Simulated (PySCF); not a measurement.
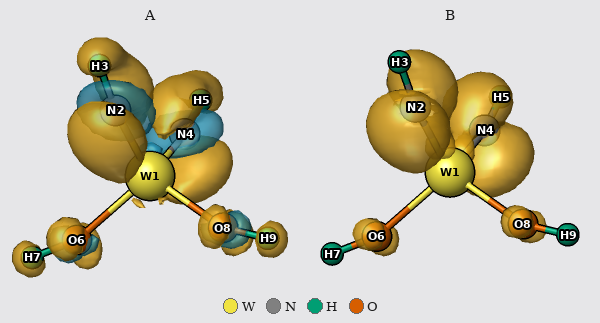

Figure. W(NH)2(OH)2 (H₄N₂O₂W). The Fukui function f⁻ from two separate SCF calculations and the density of the HOMO, at ±0.03 e/Å³ (yellow positive, teal negative).

Level of theory: PBE/def2-SVPD (PySCF), at a geometry from GFN2-xTB. Core potentials replace the inner electrons of W; spin–orbit coupling isn't included. This is a single-reference result, which may miss multireference character in this system. No frequency check shows the geometry to be a minimum. GFN2-xTB bond lengths at metals and heavier atoms can be off by up to 0.1 Å and shapes distorted, which carries into these values.

Cartesian coordinates (Å):

```
W1       0.0000    0.0236    0.0000
N2       0.0406    1.0550   -1.4628
H3       0.0546    1.8085   -2.1510
N4      -0.0406    1.0550    1.4628
H5      -0.0546    1.8085    2.1510
O6       1.5429   -1.0888    0.0384
H7       2.4692   -1.3571    0.0237
O8      -1.5429   -1.0888   -0.0384
H9      -2.4692   -1.3571   -0.0237
```

Which panel is which, and how good is the frozen-orbital picture?

Answer. A is f⁻ (it has negative regions), B the HOMO density. The HOMO lies on N2 and N4 (36 % each) and W1 (13 %); f⁻ (Hirshfeld-condensed) is largest on W1 (0.20) and N2 and N4 (0.19 each); the vertical ionisation energy is 8.67 eV (the stability of the cation's solution wasn't checked). Relaxation shifts 35 % of the electron between atoms. The orbital energy is −5.67 eV.
